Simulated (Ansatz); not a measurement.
# Work function of V by crystal face

How much does the work function of V differ between its low-index faces, and does the functional change the order?

Set-up. Ansatz 0.2.0, plane waves with PAW datasets (its set soft_2) at their recommended cutoffs; symmetric slabs of 7 layers (11 for bcc (111)) cut at the tabulated experimental lattice constant, atoms at bulk places, 18 Å of vacuum, k-spacing 0.16 Å⁻¹ (2π included), Fermi-Dirac smearing of 0.1 eV, SCF threshold 1e-9 eV; spin-polarised where the metal is Fe, Co or Ni. The work function is the vacuum level less the Fermi level; differences are formed before rounding.

The runs side by side:

```
 face  atoms per nm²  LDA (eV)  PBEsol (eV)  r2SCAN (eV)  PBE (eV)  RPBE (eV)  PBE, relaxed (eV)
(110)           15.5      4.99         4.86         4.89      4.78       4.65               4.68
(100)           11.0      4.10         3.93         3.86      3.86       3.71               3.73
(111)            6.3      3.74         3.54         3.48      3.48       3.34               3.80
```

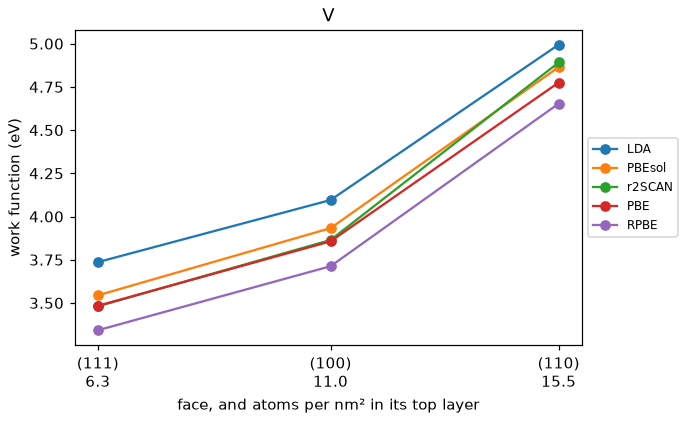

Work function against the density of the top layer.

What this shows: With PBE the work function runs from 4.78 eV on (110) to 3.48 eV on (111). It falls with the atom density, as Smoluchowski smoothing would have it: on an open face electrons flow from the ridges into the troughs, which weakens the surface dipole. All functionals in the table give the same order. LDA lies 0.22 to 0.25 eV above PBE. After relaxation the order is (100) < (111) < (110), so that reading holds for the unrelaxed slabs alone. Relaxing all layers with PBE (forces under 0.01 eV/Å) moves the values by −0.13 to +0.32 eV.

Caveats: Slabs this thin leave size errors that can reach a tenth of an eV or more. The functionals share one unrelaxed geometry at the tabulated experimental lattice constant; the relaxed column keeps that in-plane lattice, which is not PBE's own.

[Logs are printed without paths, hosts, clocks, repeated set-up lines and the standing remarks that a program may print on its own settings, such as how far it seeks lower states.]
